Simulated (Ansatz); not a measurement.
## InSe monolayer: phonons and vibrational spectra

Aim: the vibrations of InSe monolayer, their spectra, and whether the structure is stable.

Program: Ansatz 0.2.0. Level of theory: DFT LDA, scalar-relativistic, plane waves, PAW. Results are calculated unless marked as measured.

## Step 1: The starting structure

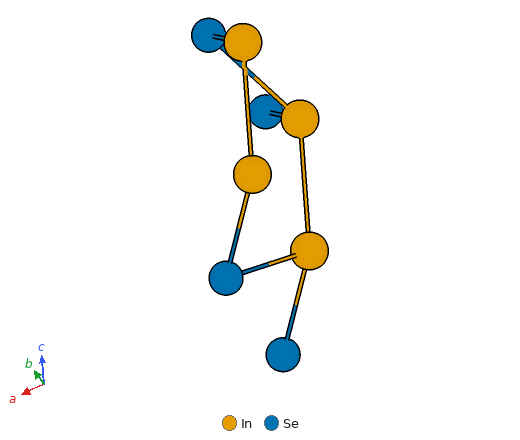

The starting structure, seen from a free direction (indium orange, selenium blue). 1×2×1 cells are drawn.

The cell holds 4 atoms: 2 In and 2 Se. Cell: a = 4.130 Å, b = 4.130 Å, c = 22.000 Å, α = 90.0°, β = 90.0°, γ = 120.0°. Vacuum lies along c.

## Step 2: Relaxation

The cell and atoms are relaxed, since residual forces and stress would shift the frequencies.

The program solves this slab on a cell height of its own, 34.1 Å, in place of the one typed.

File input.yaml:

```yaml
crystal:
  lattice:
    - [4.13, 0.0, 0.0]
    - [-2.065, 3.57668, 0.0]
    - [0.0, 0.0, 22.0]
  atoms:
    - { symbol: In, position: [0.333333, 0.666667, 0.563636] }
    - { symbol: In, position: [0.333333, 0.666667, 0.436364] }
    - { symbol: Se, position: [0.666667, 0.333333, 0.617045] }
    - { symbol: Se, position: [0.666667, 0.333333, 0.382955] }
  periodic: [true, true, false]
kpoints:
  mp_grid: { grid: [9, 9, 1] }
hamiltonian:
  xc: lda
scf:
  occupations: { method: gaussian, width: 0.02 }
output:
  forces: true
  stress: true
  eigenvalues: true
relax:
  adjacent_minimum: "off"
  f_tol: 0.005
  max_steps: 80
  cell: { stress_2d_tol: 0.02 }
```

Launch:

```bash
$ ansatz run input.yaml --threads 8 --pin off --max-ram 14336MiB --backend cpu --events-out ev --progress --plain --runs-dir out
```

Numbers of over 12 decimals in the logs are rounded to 6 here.

What it wrote:

```text
Warning: crystal.periodic: the lattice vector that does not repeat stood 0.000° off the slab's normal, 22.000 Å along it as the deck builds it. The run solves the slab on a vector along the normal, 34.100 Å long, with every atom where it was (on the deck's vector they left 16.85 Å outside them, and the widest stretch free of ions among them is 2.80 Å). A fractional position that the run reports is one of the run's ce [...]
Warning: the atoms were moved onto the symmetric positions of the space group found under crystal.symmetry.tolerance 1.0e-5 (fractional; no operation is sought that the atoms, as they stand in a round, miss by more than twice it, and no atom is moved by as much as it), and the run uses the moved positions. Before a round's move an operation carried an atom to 4.13e-6 Å from where it should land, the largest such dist [...]
crystal.periodic: the lattice vector that does not repeat stood 0.000° off the slab's normal, 22.000 Å along it as the deck builds it. The run solves the slab on a vector along the normal, 34.100 Å long, with every atom where it was (on the deck's vector they left 16.85 Å outside them, and the widest stretch free of ions among them is 2.80 Å). A fractional position that the run reports is one of the run's cell, which [...]
Engine: ansatz 0.2.0, aarch64-unknown-linux-gnu
Pseudopotentials: kind: paw
Pseudopotential: In, paw, valence charge 13, recommended cutoff 420 eV (normal), In.paw.azcp
Pseudopotential: Se, paw, valence charge 16, recommended cutoff 420 eV (normal), Se.paw.azcp
Functional definition: SPW92
  exchange = slater_x
  correlation = pw_c
Crystal: 4 atoms, lattice volume = 503.714 Å³
Basis set: ecut = 420 eV, 9725 PW (Γ)
Bands: 35, of which v1, the nominal top of the filled ones, is band 29 counted from 1 (28 counted from 0)
Symmetry: 12 space group operations
Space group: P-6m2 (ITA 187), of the structure as read, at distance tolerance 8.0e-5 Å
k-points: 12 of 81 (time reversal used)
Non-local potential: In, projectors of the file, l = 0: 2, l = 1: 2, l = 2: 2, l = 3: 2
Non-local potential: Se, projectors of the file, l = 0: 2, l = 1: 2, l = 2: 3, l = 3: 1
PAW form: soft (Blöchl's): semilocal exchange-correlation on the pseudo side does not see the compensation charge
PAW frozen core: In, regenerated for the run's functional, and the local potential with it (the file was generated under x = pbe(κ = 0.804, μ = 0.219515), c = pbe(β = 0.066725))
PAW frozen core: Se, regenerated for the run's functional, and the local potential with it (the file was generated under x = pbe(κ = 0.804, μ = 0.219515), c = pbe(β = 0.066725))
PAW one-centre angular grid: In, 590 points (default); XC on 64 Gauss nodes
PAW one-centre angular grid: Se, 590 points (default); XC on 64 Gauss nodes
Initial density: superposition of atomic densities (neutral atoms: chi_scale 0, normalization atom), corrected by the library's trained network
Initial wavefunctions: pseudopotential atomic-orbital guess
Functional: x = slater, c = lda
SCF iter   1: F=—  HF=-21682.502767 eV  |F-HF|=—  |Δ(HF+E_count)|=         —  Δρ=3.41e-3  dr2=7.26e-2  ethr=1.77e-3  ⟨swp⟩=13.8  Hψ=2530  notcnv=0
preconditioner: auto → Resta (q_TF=auto, 1.903 Å⁻¹)  ε∞=1.6  [insulator: Δε(μ)=0.859 eV  Ē_g=13.653 eV  σ=0.020 eV  W_gap=1.00  n_scr=62 (ndim 8)  ℏωp=10.2 eV  f_vac=0.745  D(μ)=0.00/eV (n_scr^D=0)  ε∞_Penn≈1.6  vacuum switching on, ρ_ref=1.4e-2 e/Å³]
SCF iter   2: F=—  HF=-21682.489379 eV  |F-HF|=—  |Δ(HF+E_count)|=   1.34e-2  Δρ=1.47e-3  dr2=2.36e-2  ethr=1.25e-4  ⟨swp⟩=4.0  Hψ=934  notcnv=0  defer=15
SCF iter   3: F=—  HF=-21682.485459 eV  |F-HF|=—  |Δ(HF+E_count)|=   3.92e-3  Δρ=7.47e-4  dr2=3.44e-3  ethr=4.07e-5  ⟨swp⟩=3.9  Hψ=800  notcnv=0  defer=15
SCF iter   4: F=—  HF=-21682.485068 eV  |F-HF|=—  |Δ(HF+E_count)|=   3.92e-4  Δρ=3.39e-4  dr2=4.57e-4  ethr=5.93e-6  ⟨swp⟩=2.0  Hψ=576  notcnv=0  defer=15
SCF iter   5: F=—  HF=-21682.485053 eV  |F-HF|=—  |Δ(HF+E_count)|=   1.46e-5  Δρ=5.68e-5  dr2=1.23e-5  ethr=7.88e-7  ⟨swp⟩=2.2  Hψ=624  notcnv=0  defer=15
SCF iter   6: F=—  HF=-21682.485092 eV  |F-HF|=—  |Δ(HF+E_count)|=   3.85e-5  Δρ=9.13e-6  dr2=3.43e-7  ethr=2.12e-8  ⟨swp⟩=3.2  Hψ=867  notcnv=0  defer=15
iter 7 did not close the SCF: its close was put off until two iterations running show no level that it waits for move by more than its bar (scf_convergence_deferred on its scf_iter line)
SCF iter   7: F=-21682.485092 eV  HF=-21682.485092 eV  |F-HF|=1.60e-9  |Δ(HF+E_count)|=   1.68e-7  Δρ=1.93e-6  dr2=2.11e-8  ethr=1.72e-10  ⟨swp⟩=16.8  Hψ=2311  notcnv=0
iter 8 did not close the SCF: its close was put off until two iterations running show no level that it waits for move by more than its bar (scf_convergence_deferred on its scf_iter line)
SCF iter   8: F=-21682.485092 eV  HF=-21682.485092 eV  |F-HF|=1.51e-9  |Δ(HF+E_count)|=   4.99e-9  Δρ=5.96e-7  dr2=1.65e-9  ethr=3.64e-11  ⟨swp⟩=2.2  Hψ=1473  notcnv=0
SCF iter   9: F=-21682.485092 eV  HF=-21682.485092 eV  |F-HF|=1.16e-10  |Δ(HF+E_count)|=  5.82e-10  Δρ=1.13e-7  dr2=7.55e-11  ethr=2.85e-12  ⟨swp⟩=2.2  Hψ=1450  notcnv=0
SCF 1 converged in 9 iterations: F = -21682.485092 eV  dr2 = 7.55e-11
  greatest PAW one-centre occupation: 1.000 electrons in one spin orbital (limit 2), on the Se atom at site 3 (counted from 0), in its partial waves of l = 2
relax step   1: F+E_penalty+E_count = -21682.48509177 eV  Δ(F+E_penalty+E_count) = +0.000e0 eV  max|allowed force component| = 2.378e-1 eV/Å  Δτ_max = 0.0000 Å  P = -2.786 N/m  Ω = 503.714 Å³  fix = [c, alpha, beta]  reactions: c -0.000 N/m  (9 SCF iters, dr2 threshold 1.00e-7 eV, accepted)
Crystal: 4 atoms, lattice volume = 472.594 Å³
Basis set: ecut = 420 eV, 9305 PW (Γ)
Initial density: handed on by an earlier stage of this run
Initial wavefunctions: those handed on with the density
iter 1 solved again at ethr=2.90e-5 eV; its pass at ethr=3.10e-3 eV (dr2=1.68e-2 eV) is discarded
SCF iter   1: F=—  HF=-21682.545455 eV  |F-HF|=—  |Δ(HF+E_count)|=         —  Δρ=2.32e-3  dr2=1.77e-2  ethr=2.90e-5  ⟨swp⟩=3.5  Hψ=3093  notcnv=0
preconditioner: auto → Resta (q_TF=auto, 1.923 Å⁻¹)  ε∞=1.6  [insulator: Δε(μ)=1.528 eV  Ē_g=13.914 eV  σ=0.020 eV  W_gap=1.00  n_scr=62 (ndim 8)  ℏωp=10.5 eV  f_vac=0.744  D(μ)=0.00/eV (n_scr^D=0)  ε∞_Penn≈1.6  vacuum switching on, ρ_ref=1.4e-2 e/Å³]
SCF iter   2: F=—  HF=-21682.540222 eV  |F-HF|=—  |Δ(HF+E_count)|=   5.23e-3  Δρ=1.14e-3  dr2=3.77e-3  ethr=2.90e-5  ⟨swp⟩=3.0  Hψ=701  notcnv=0
SCF iter   3: F=—  HF=-21682.539887 eV  |F-HF|=—  |Δ(HF+E_count)|=   3.34e-4  Δρ=3.67e-4  dr2=3.19e-3  ethr=6.50e-6  ⟨swp⟩=3.3  Hψ=910  notcnv=0
[...]
preconditioner: auto → Resta (q_TF=auto, 1.931 Å⁻¹)  ε∞=1.6  [insulator: Δε(μ)=1.632 eV  Ē_g=13.958 eV  σ=0.020 eV  W_gap=1.00  n_scr=62 (ndim 8)  ℏωp=10.7 eV  f_vac=0.740  D(μ)=0.00/eV (n_scr^D=0)  ε∞_Penn≈1.6  vacuum switching on, ρ_ref=1.4e-2 e/Å³]
SCF iter   2: F=—  HF=-21682.608511 eV  |F-HF|=—  |Δ(HF+E_count)|=   2.65e-3  Δρ=8.88e-4  dr2=3.91e-3  ethr=2.11e-5  ⟨swp⟩=2.9  Hψ=758  notcnv=0
SCF iter   3: F=—  HF=-21682.608146 eV  |F-HF|=—  |Δ(HF+E_count)|=   3.65e-4  Δρ=5.34e-4  dr2=2.50e-3  ethr=6.74e-6  ⟨swp⟩=3.7  Hψ=893  notcnv=0
SCF iter   4: F=—  HF=-21682.607724 eV  |F-HF|=—  |Δ(HF+E_count)|=   4.22e-4  Δρ=9.12e-5  dr2=2.58e-5  ethr=4.30e-6  ⟨swp⟩=2.6  Hψ=610  notcnv=0
SCF iter   5: F=—  HF=-21682.607765 eV  |F-HF|=—  |Δ(HF+E_count)|=   4.13e-5  Δρ=3.29e-5  dr2=3.11e-6  ethr=4.45e-8  ⟨swp⟩=3.6  Hψ=1014  notcnv=0
SCF iter   6: F=-21682.607765 eV  HF=-21682.607765 eV  |F-HF|=9.72e-8  |Δ(HF+E_count)|=   1.13e-7  Δρ=6.27e-6  dr2=1.93e-7  ethr=6.90e-10  ⟨swp⟩=11.3  Hψ=2418  notcnv=0
SCF 3 converged in 6 iterations: F = -21682.607765 eV  dr2 = 1.93e-7
  greatest PAW one-centre occupation: 1.000 electrons in one spin orbital (limit 2), on the Se atom at site 2 (counted from 0), in its partial waves of l = 2
relax step   3: F+E_penalty+E_count = -21682.60776538 eV  Δ(F+E_penalty+E_count) = -6.846e-2 eV  max|allowed force component| = 1.370e-1 eV/Å  Δτ_max = 0.0698 Å  P = +0.295 N/m  Ω = 461.227 Å³  energy of the carried Pulay correction = +1.653e-3 eV  fix = [c, alpha, beta]  reactions: c +0.000 N/m  (6 SCF iters, dr2 threshold 4.00e-7 eV, accepted)
[...]
relax step   4: F+E_penalty+E_count = -21682.60723577 eV  Δ(F+E_penalty+E_count) = +5.296e-4 eV  max|allowed force component| = 1.229e-1 eV/Å  Δτ_max = 0.0333 Å  P = -0.257 N/m  Ω = 460.593 Å³  energy of the carried Pulay correction = +1.679e-3 eV  fix = [c, alpha, beta]  (6 SCF iters, dr2 threshold 4.00e-7 eV, rejected (line search))
[...]
relax step   5: F+E_penalty+E_count = -21682.60945470 eV  Δ(F+E_penalty+E_count) = -1.689e-3 eV  max|allowed force component| = 7.291e-3 eV/Å  Δτ_max = 0.0119 Å  P = -0.008 N/m  Ω = 461.397 Å³  energy of the carried Pulay correction = +1.646e-3 eV  fix = [c, alpha, beta]  reactions: c -0.000 N/m  (9 SCF iters, accepted)
[...]
relax step   6: F+E_penalty+E_count = -21682.60946487 eV  Δ(F+E_penalty+E_count) = -1.017e-5 eV  max|allowed force component| = 1.054e-3 eV/Å  Δτ_max = 0.0005 Å  P = +0.000 N/m  Ω = 461.280 Å³  energy of the carried Pulay correction = +1.651e-3 eV  fix = [c, alpha, beta]  reactions: c +0.000 N/m  (5 SCF iters, dr2 threshold 3.32e-9 eV, accepted)
Initial wavefunctions: pseudopotential atomic-orbital guess (no wavefunctions were taken with the density)
iter 1 solved again at ethr=1.48e-7 eV; its pass at ethr=3.10e-3 eV (dr2=8.61e-5 eV) is discarded
SCF iter   1: F=—  HF=-21682.607885 eV  |F-HF|=—  |Δ(HF+E_count)|=         —  Δρ=4.44e-5  dr2=1.48e-6  ethr=1.48e-7  ⟨swp⟩=6.0  Hψ=4493  notcnv=0
SCF iter   2: F=—  HF=-21682.607923 eV  |F-HF|=—  |Δ(HF+E_count)|=   3.73e-5  Δρ=2.18e-5  dr2=4.07e-7  ethr=2.56e-9  ⟨swp⟩=2.2  Hψ=801  notcnv=0
SCF iter   3: F=—  HF=-21682.607923 eV  |F-HF|=—  |Δ(HF+E_count)|=   8.45e-8  Δρ=5.78e-6  dr2=2.76e-8  ethr=7.02e-10  ⟨swp⟩=2.4  Hψ=624  notcnv=0
SCF iter   4: F=—  HF=-21682.607923 eV  |F-HF|=—  |Δ(HF+E_count)|=   8.28e-9  Δρ=5.87e-7  dr2=6.94e-9  ethr=4.77e-11  ⟨swp⟩=2.8  Hψ=795  notcnv=0
SCF iter   5: F=—  HF=-21682.607923 eV  |F-HF|=—  |Δ(HF+E_count)|=   1.30e-9  Δρ=4.62e-7  dr2=1.88e-9  ethr=1.20e-11  ⟨swp⟩=3.3  Hψ=813  notcnv=0
SCF iter   6: F=—  HF=-21682.607923 eV  |F-HF|=—  |Δ(HF+E_count)|=  3.13e-10  Δρ=1.74e-7  dr2=1.32e-10  ethr=3.25e-12  ⟨swp⟩=2.6  Hψ=676  notcnv=0
SCF iter   7: F=—  HF=-21682.607923 eV  |F-HF|=—  |Δ(HF+E_count)|=  2.55e-11  Δρ=3.73e-8  dr2=5.12e-12  ethr=1.00e-12  ⟨swp⟩=1.8  Hψ=480  notcnv=0
SCF iter   8: F=-21682.607923 eV  HF=-21682.607923 eV  |F-HF|=5.82e-11  |Δ(HF+E_count)|=  4.73e-11  Δρ=8.24e-9  dr2=4.26e-13  ethr=1.00e-12  ⟨swp⟩=9.9  Hψ=2485  notcnv=0
SCF 7 converged in 8 iterations: F = -21682.607923 eV  dr2 = 4.26e-13
relax step   7: F+E_penalty+E_count = -21682.60792292 eV  Δ(F+E_penalty+E_count) = +1.542e-3 eV  max|allowed force component| = 1.472e-3 eV/Å  Δτ_max = 0.0000 Å  P = -0.003 N/m  Ω = 461.280 Å³  fix = [c, alpha, beta]  reactions: c -0.000 N/m  stress off target by 3.10e-3 N/m on what of the cell is left free  SCF on the basis re-selected at this cell (its energy is not comparable with the rows above)  (8 SCF iters)
basis re-selected at this cell: Δ(F+E_penalty+E_count) = +1.542e-3 eV, ΔP = -0.003 N/m vs the last step (what re-selecting the basis moved, of the pressure what is left beyond the Pulay correction that the steps carried, after the strain that the cell walked since its last selection, with what the two solves' SCF thresholds leave and, on support functions, any second-order correction that the steps lacked; it is no measure of the basis error at this ecutwfc). The dense FFT grid was sized anew with the basis: this SCF ran on 27×27×240 points, the steps before it on 30×30×240, so part of this shift can come from that change (see relax.cell in the input reference). [rest of the remark cut]
SCF converged after 8 iterations
Free energy (F): -21682.607923 eV
Harris-Foulkes:  -21682.607923 eV  (|F-HF|=5.82e-11)
Internal energy: -21682.607923 eV  (E = F + TS)
E sigma→0 (E₀):  -21682.607923 eV
Fermi energy:    -5.354556 eV
--- Per-component energies (eV) ---
  E_band       = -1651.653196
  E_kinetic    = 726.784524
  E_local      = -142285.638481  (includes V_loc(G=0)·N_el)
  E_nonlocal   = -437.926090
  E_hartree    = 70462.130941
  E_xc         = -633.964675
  E_vxc        = -398.824960  (∫ρ·V_xc dr)
  E_paw        = -11685.189871  (= ΣΔE_a)
  E_vpaw       = -180.308833  (= ΣTr[D̂ρ^β])
  E_aug_tail   = -0.001158  (compensation charges beyond the density's cutoff)
  E_ewald      = 62166.193090
  E_core_change = 5.003797  (= ΣΔE_core)
  E_smearing   = -0.000000  (= −TS)
  E_closure    = 0.000000  (closes the sum)
  Σ components = -21682.607923   (vs F -21682.607923, Δ=0.00e0)
--- Forces (eV/Å), atoms counted from 1 ---
  atom   1  In     0.00000000    -0.00000000    -0.00147192
  atom   2  In     0.00000000    -0.00000000     0.00147192
  atom   3  Se    -0.00000000     0.00000000     0.00015799
  atom   4  Se    -0.00000000     0.00000000    -0.00015799
  max |Σ_I F_I| component: 1.62e-17 eV/Å
--- 2D stress c σ (N/m, compression-positive) ---
       -0.003102       0.000000       0.000000
        0.000000      -0.003102       0.000000
        0.000000       0.000000       0.000000
  P = ½ c Tr σ = -0.0031 N/m
--- Band table (eV; the first three rows and the last of 12) ---
  k-point 0: bands = [... 25 lower, -6.5958, -6.5112, -6.5112, -6.2830, -4.5193, -3.3383, -1.0387 (-1.0387°), -1.0387 (-1.0387°), ... 2 higher]
  k-point 1: bands = [... 25 lower, -7.2092, -6.7613, -6.6566, -6.2074, -3.8867, -2.7020, -1.6756 (-1.6756°), -0.9081 (-0.9081°), ... 2 higher]
  k-point 2: bands = [... 25 lower, -7.9395, -7.1337, -6.9880, -6.2201, -3.3027, -3.0964, -1.3123 (-1.3123°), -1.1730 (-1.1730°), ... 2 higher]
  k-point 11: bands = [... 25 lower, -9.1084, -7.9986, -7.4935, -7.3353, -3.6795, -2.9054, -2.0903, -1.1622, ... 2 higher]
  ° read free of the cell's end (the report's vacuum.weakly_bound_levels)
--- Relaxed structure (6 steps of the walk, 5 accepted, 1 SCFs on fresh bases) ---
  F+E_penalty+E_count = -21682.60792292 eV   max|allowed force component| = 1.472e-3 eV/Å   (the final SCF, on the basis selected at the relaxed cell)
  cell:  # Å, volume = 461.2804 Å³
    - [3.952212, 0, 0.0]
    - [-1.976106, 3.422716, 0.0]
    - [0.0, 0.0, 34.099960]
  atoms:
    - { symbol: In, position: [0.333333, 0.666667, 0.362726] }
    - { symbol: In, position: [0.333333, 0.666667, 0.282436] }
    - { symbol: Se, position: [0.666667, 0.333333, 0.400126] }
    - { symbol: Se, position: [0.666667, 0.333333, 0.245036] }
```

Wall time 22 s (8 threads of Arm Neoverse V1, shared host); peak memory 1.1 GiB.

The steps of the relaxation:

```
step  energy less that of the first step (eV)  largest force component (eV/Å)  volume (Å³)
   1                                   0.0000                          0.2378       503.71
   2                                  -0.0542                          1.0224       472.59
   3                                  -0.1227                          0.1370       461.23
   4                                  -0.1221                          0.1229       460.59
   5                                  -0.1244                          0.0073       461.40
   6                                  -0.1244                          0.0011       461.28
  7*                                  -0.1228                          0.0015       461.28
```

Relaxation steps marked * repeat the geometry before them on a plane-wave basis chosen anew for their cell, so energy and pressure can jump there. Relaxation step 4 was tried and not accepted.

Forces are held to the 12 operations that the run works with; a distortion that breaks them can't arise in this run.

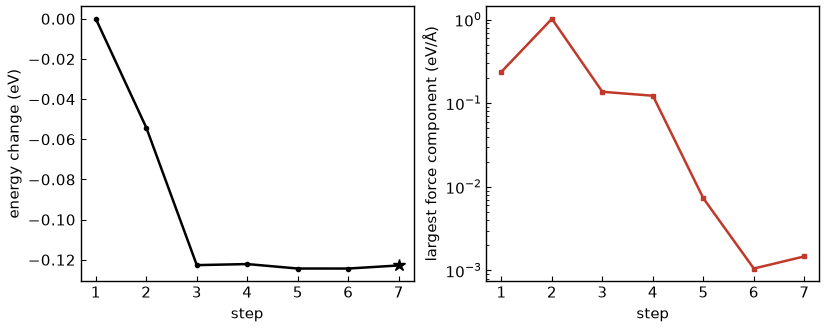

Energy and largest force along the relaxation. Stars mark steps on a basis chosen anew.

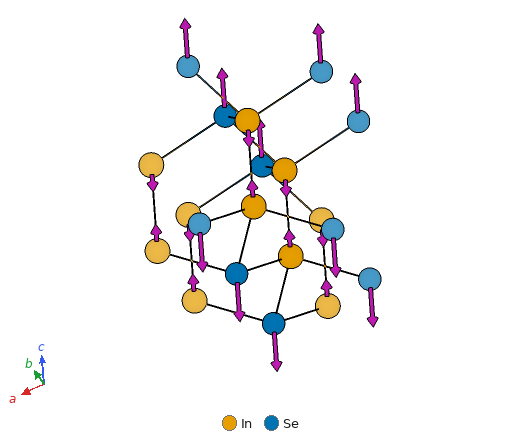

Displacements in the relaxation, exaggerated, measured against the changing cell; the longest in the cell stands for 0.07 Å. 1×2×1 cells are drawn. Some periodic images of atoms are drawn too.

| cell as run | before | after | change |
| --- | --- | --- | --- |
| a (Å) | 4.130 | 3.952 | -4.3 % |
| b (Å) | 4.130 | 3.952 | -4.3 % |

The atoms that moved most (Å, along periodic axes as changes of fractional coordinates times the final cell, across vacuum about the mean position):

```csv
atom,dx,dy,dz,length
Se3,0.000,0.000,0.069,0.069
Se4,0.000,0.000,-0.069,0.069
In1,0.000,0.000,-0.031,0.031
In2,0.000,0.000,0.031,0.031
```

Final coordinates:

```xyz
4
Lattice="3.9522 0.0000 0.0000 -1.9761 3.4227 0.0000 0.0000 0.0000 34.1000" Properties=species:S:1:pos:R:3
In    0.0000    2.2818   12.3689
In    0.0000    2.2818    9.6311
Se    1.9761    1.1409   13.6443
Se    1.9761    1.1409    8.3557
```

Numbers from this step:

```yaml
gap_on_the_k_mesh: 1.671 eV
direct_gap_on_mesh: 1.764 eV
area_per_atom: 3.382 Å²
```

The relaxation ends with a largest force component of 0.0015 eV/Å.

## Step 3: Relaxing to small forces for the phonons

Phonons need a cell at rest on their own settings, so the relaxation is repeated with tight tolerances on forces and stress on the k mesh and occupations of the first response run.

File input.yaml:

```yaml
crystal:
  lattice:
    - [3.9522123494, 0.0, 0.0]
    - [-1.9761061747, 3.4227162957, 0.0]
    - [0.0, 0.0, 34.09996]
  atoms:
    - { symbol: In, position: [0.3333333333, 0.6666666667, 0.3627262132] }
    - { symbol: In, position: [0.3333333333, 0.6666666667, 0.2824358339] }
    - { symbol: Se, position: [0.6666666667, 0.3333333333, 0.4001264605] }
    - { symbol: Se, position: [0.6666666667, 0.3333333333, 0.2450355866] }
  periodic: [true, true, false]
kpoints:
  mp_grid: { grid: [9, 9, 1] }
hamiltonian:
  xc: lda
scf:
  occupations: { method: fixed }
output:
  forces: true
  stress: true
  eigenvalues: true
  write_density: true
  write_potential: true
  elf: true
  volumetric_format: npy
relax:
  adjacent_minimum: "off"
  f_tol: 0.001
  max_steps: 60
  cell: { stress_2d_tol: 0.002 }
```

What it wrote:

```text
[...]
Crystal: 4 atoms, lattice volume = 461.280 Å³
Basis set: ecut = 420 eV, 9137 PW (Γ)
Bands: 35, of which v1, the nominal top of the filled ones, is band 29 counted from 1 (28 counted from 0)
Symmetry: 12 space group operations
[...]
k-points: 12 of 81 (time reversal used)
[...]
--- Relaxed structure (3 steps of the walk, 2 accepted, 1 SCFs on fresh bases) ---
[...]
cell:  # Å, volume = 461.2411 Å³
    - [3.952044, 0, 0.0]
    - [-1.976022, 3.422570, 0.0]
    - [0.0, 0.0, 34.09996]
  atoms:
    - { symbol: In, position: [0.333333, 0.666667, 0.362722] }
    - { symbol: In, position: [0.333333, 0.666667, 0.282440] }
    - { symbol: Se, position: [0.666667, 0.333333, 0.400127] }
    - { symbol: Se, position: [0.666667, 0.333333, 0.245035] }
[key lines of the parts left out:]
SCF converged after 10 iterations
Free energy (F): -21682.607924 eV
Fermi energy:    -6.190620 eV
P = ½ c Tr σ = -0.0007 N/m
```

Elapsed: 13 s, on 8 threads; peak memory 1.1 GiB.

Little changed from the start: no atom moved by 0.005 Å and no cell edge by 0.1 %.

This step gave:

```
gap on the k-mesh  : 1.672 eV
direct gap on mesh : 1.765 eV
```

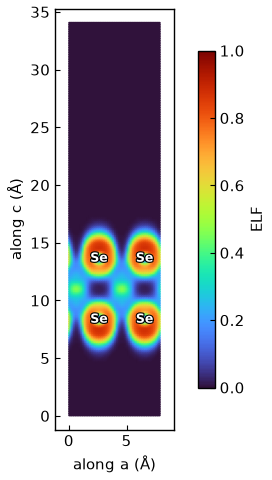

ELF in the ac plane at fractional y = 0.333, with atoms of Se within 0.2 Å of it. It is the smooth field of the valence electrons, not physical close to the nuclei.

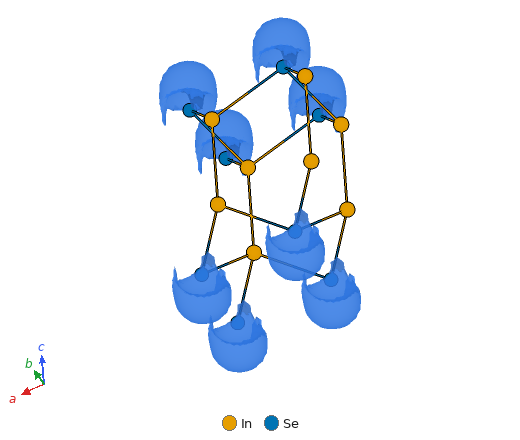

Surface of ELF = 0.8. 2×2×1 cells are drawn.

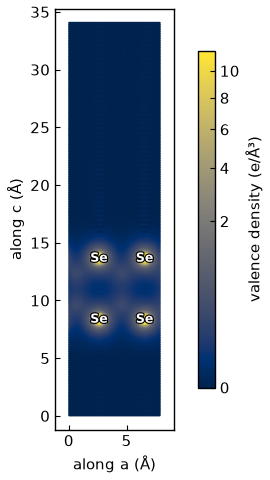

Valence density in the ac plane at fractional y = 0.333, with atoms of Se within 0.2 Å of it. It is the smooth field of the valence electrons, not physical close to the nuclei. The colour scale is stretched toward low values.

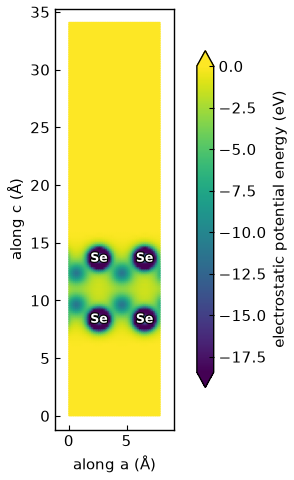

Electrostatic potential energy in the ac plane at fractional y = 0.333, with atoms of Se within 0.2 Å of it. With pseudopotentials it is smooth inside the atoms' cores, unlike the true potential.

The largest force component left is 0.10 meV/Å, within the tolerances set.

(Continued in part 2 of 3.)

[Logs are printed without paths, hosts, clocks, repeated set-up lines and the standing remarks that a program may print on its own settings, such as how far it seeks lower states.]

[Hosts, paths, dates, database ids (printed as entryN), source tags and the programs' standing remarks are cut or masked in the printed files.]
